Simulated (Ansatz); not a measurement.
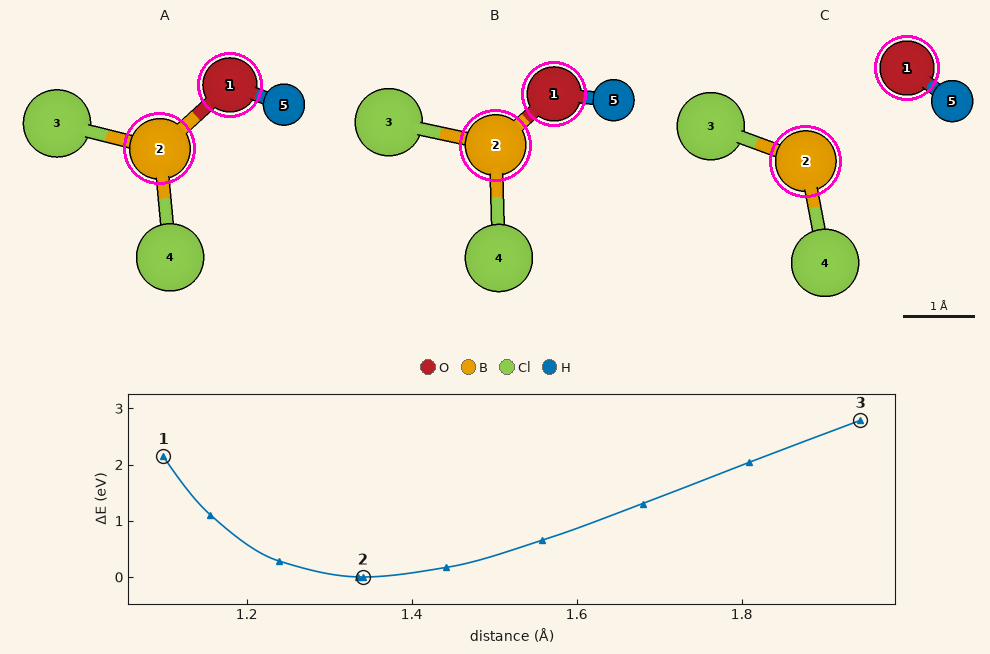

Energy scan for BHOCl$_{2}$, in which the O1–B2 distance is varied, with all other coordinates relaxed. The frames are shuffled; the numbered points of the plot belong to them. A ball-and-stick model, seen at a tilt. The ringed atoms are those of the scanned coordinate.

Level of theory: wB97M-V (def2-TZVPP, Ansatz), on geometries relaxed under the constraint at PBE0-D4/def2-TZVP. Energies are counted from the PBE0-D4/def2-TZVP minimum geometry at the same level.

**Which frame belongs to which numbered point?**

Point 1 is frame B (the distance 1.099 Å, 2.144 eV); 2 is frame A (the distance 1.341 Å, 0.000 eV); 3 is frame C (the distance 1.944 Å, 2.787 eV). The lowest computed point lies at the distance 1.341 Å (0.000 eV). The curvature at the lowest point is about 44 eV/Å² (7.1 mdyn/Å). The well is steeper on the short side, as for any bond.
